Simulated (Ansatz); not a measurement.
Computed against measured: atomisation enthalpy at 298 K

8 molecules holding an element past argon; the atomisation enthalpy at 298 K in kJ/mol, computed less measured. Shapes, held fixed at every level: PBE0-D4/def2-TZVP. Thermal terms are harmonic and unscaled (PBE0-D4/def2-TZVP); the spin-orbit lowering of the free atoms is taken from their spectra. Programs: Ansatz 0.2.0. Measured values: Active Thermochemical Tables, CRC Handbook of Chemistry and Physics, NIST-JANAF tables.

Levels: A = HF/def2-SVP; B = B3LYP-D4/def2-TZVPP; C = r2SCAN0-D4/def2-TZVPP.

```tsv
molecule	from tabulated heats	A	B	C
HBr (hydrogen bromide)	366	-121	-7	-8
CuF (fluorocopper)	430	-224	-45	-63
H2Te (SMILES [TeH2])	533	-201	+22	+1
CBr3Cl (tribromochloromethane)	1121	-591	-51	-47
CBrCl2F (bromodichlorofluoromethane)	1391	-616	-40	-47
CBrCl3 (bromotrichloromethane)	1236	-591	-44	-38
CH2Br2 (dibromomethane)	1373	-455	-17	-22
SiHI3 (SMILES I[SiH](I)I)	1063	-404	-23	-5
```

Problem. Which level does best on this set, which worst, and which err to one side?

Solution. 
```csv
level,kind,mean error,mean absolute error,worst case
HF/def2-SVP,Hartree–Fock,-400.4,400.4,CBrCl2F
B3LYP-D4/def2-TZVPP,global hybrid,-25.6,31.1,CBr3Cl
r2SCAN0-D4/def2-TZVPP,global hybrid,-28.6,28.9,CuF
```

On this set r2SCAN0-D4/def2-TZVPP has the smallest mean absolute error and HF/def2-SVP the largest. HF/def2-SVP is too low in 8 of 8; B3LYP-D4/def2-TZVPP is too low in 7 of 8; r2SCAN0-D4/def2-TZVPP is too low in 7 of 8. The heats of CuF, H2Te come from older tables and can be uncertain by 10 kJ/mol or more. The molecules' own spin-orbit binding is left out, so errors for heavy halides read too negative. The tabulated value of SiHI3 is in doubt (older tables, estimates, or at odds with other calculations) and kept here. Over the 7 molecules whose values aren't doubted the mean absolute errors are A 399.9; B 32.3; C 32.3. The smallest two are near a tie. For HF/def2-SVP the error grows with the size of the molecule. Hartree–Fock lacks correlation and underbinds. For atoms past krypton def2 sets carry core potentials with scalar relativity. Relativity is left out for Br, Cu. The set is small.

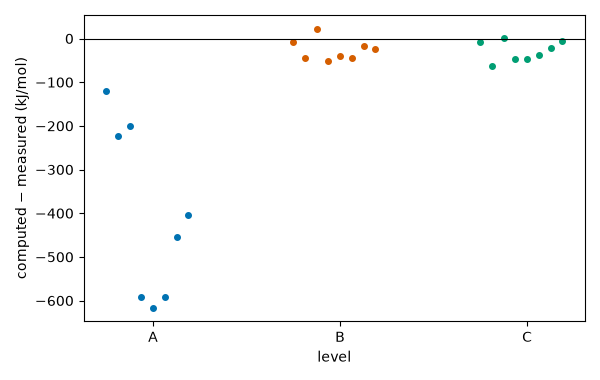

Errors of each level, one point a molecule.
